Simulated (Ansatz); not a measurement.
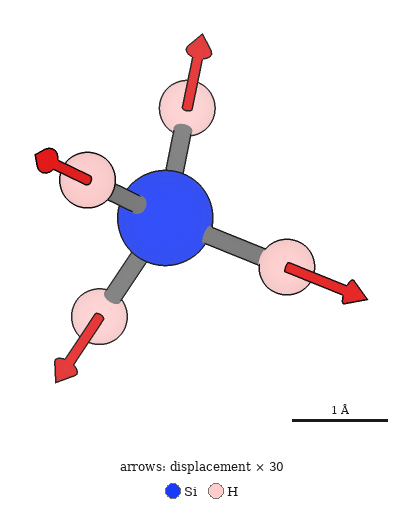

A relaxation of SiH4. The starting structure is drawn; red arrows show the displacements, magnified 30 times. The two geometries are superimposed by the best rigid fit.

Style: ball-and-stick. Shown at a tilt.

The run prepares the start of a later molecular dynamics calculation, from a guessed geometry.

All numbers below come from Ansatz 0.2.0, RKS PBE0-D4/def2-SVP. Settings: no spin polarisation; force threshold 0.02 eV/Å; at most 40 steps.

Q: Atoms of which element are displaced furthest, and by how much?

A: Hydrogen: up to 0.033 Å, against 0.000 Å for silicon.

Q: Describe the change and its energy.

A: The largest moves after the best rigid fit, 0.033 Å, are those of H atoms. Si stays in place. Near-neighbour distances that change, for instance: H–Si 1.460 → 1.493 Å. Over 2 geometry steps the energy falls by 0.043 eV. Largest force component: 0.66 eV/Å at the start, 0.0031 eV/Å at the end.
